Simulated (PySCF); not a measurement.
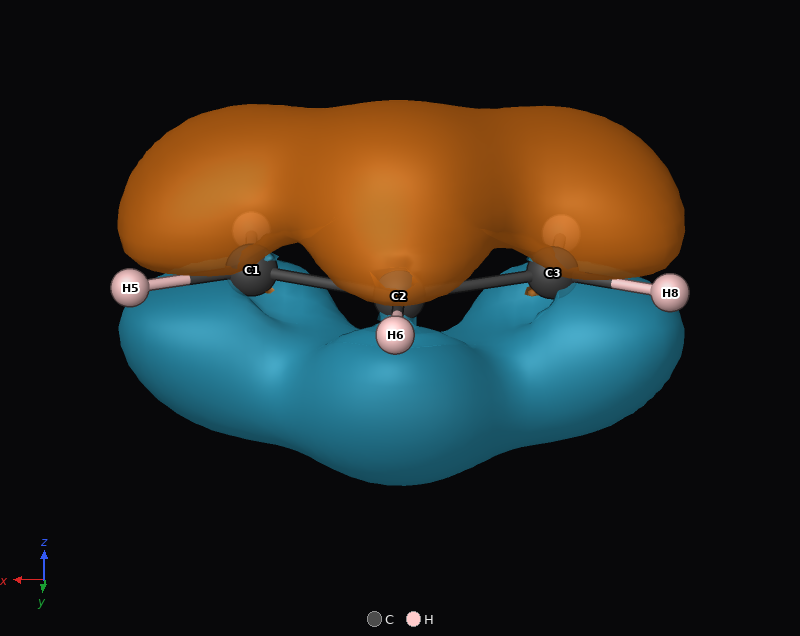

C₃H₅, charge +1, SMILES `C=C[CH2+]`. Change of the electron density in a uniform field of 0.26 V/Å, surfaces at ±0.001 e/Å³ (light blue: gain, orange: loss).

Level of theory: TPSS/6-31+G* (PySCF), at a geometry from GFN2-xTB. No frequency check shows the geometry to be a minimum. The basis has diffuse s and p functions alone, which still leaves polarisabilities too small, most of all across bonds.

Coordinates in Å:

```
C1       1.1966   -0.2062    0.0000
C2       0.0000    0.4769    0.0000
C3      -1.1966   -0.2063    0.0000
H4       1.2310   -1.2913    0.0000
H5       2.1469    0.3170    0.0000
H6      -0.0004    1.5624    0.0000
H7      -1.2309   -1.2913    0.0000
H8      -2.1469    0.3169    0.0000
```

The field was applied in both directions; the picture shows the one opposite to the script's first.

**Along which Cartesian direction does the field point?**

Along +z: electrons gather on the −z side, against the field.

**What dipole is induced, and what polarisability does it imply?**

The induced dipole is 0.20 D (along the field); α along this axis, from the fields in both directions, is 16 bohr³ (2.3 Å³).
